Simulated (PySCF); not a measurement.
```
atom    x (Å)    y (Å)    z (Å)
   C   2.5052   0.9446   0.7142
   N   1.7167   1.7630   0.6439
   B   0.4898  -1.2270  -1.0198
  Cl   1.7488  -2.0949  -0.2029
   N  -0.5156  -0.6228  -0.2983
   C  -1.5557   0.1700  -0.9181
   C  -0.6424  -0.6389   1.1445
   H   3.2294   0.1759   0.7775
   H   0.5286  -1.1763  -2.1881
   H  -1.4448   0.1525  -1.9985
   H  -2.5401  -0.2253  -0.6533
   H  -1.4914   1.2041  -0.5706
   H   0.1240  -1.2755   1.5788
   H  -1.6270  -1.0203   1.4277
   H  -0.5298   0.3731   1.5410
```

Geometry: GFN2-xTB; at this geometry the atoms fall into two loosely joined parts.

All numbers below come from PBE0/pcSseg-1, SCF density, gas phase, non-relativistic (PySCF).

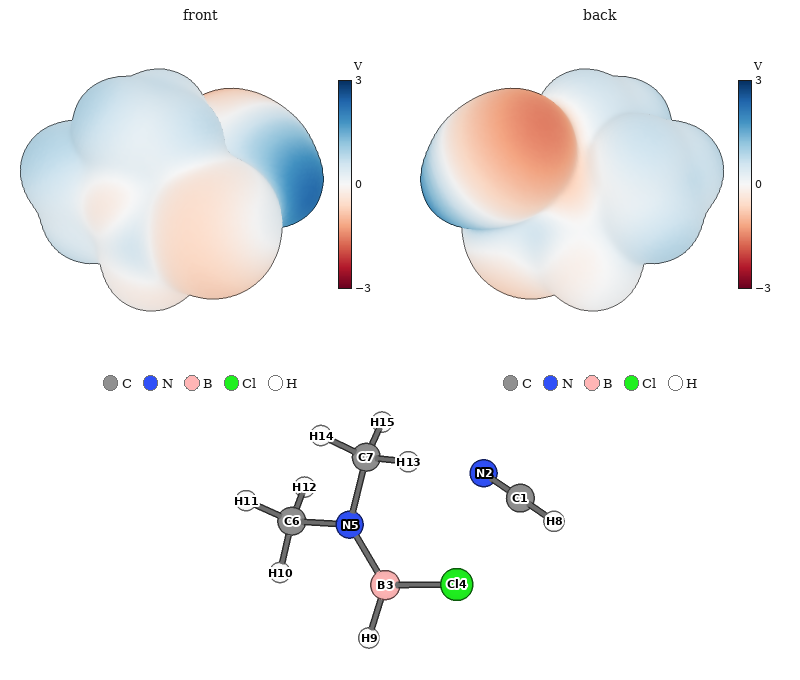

C3H8BClN2. The electrostatic potential painted on the density surface at 0.002 e/bohr³, seen from the front and from behind; the colour scale runs from red (negative) to blue (positive). The bare structure is drawn below in the same view.

Where is the surface potential most negative and most positive?

The most negative region (about −1.5 V) lies over N2, the most positive (about +2.2 V) over H8. N2 is the likeliest acceptor of a hydrogen bond.

What dipole moment does the calculation give?

Its dipole moment is 1.01 D.
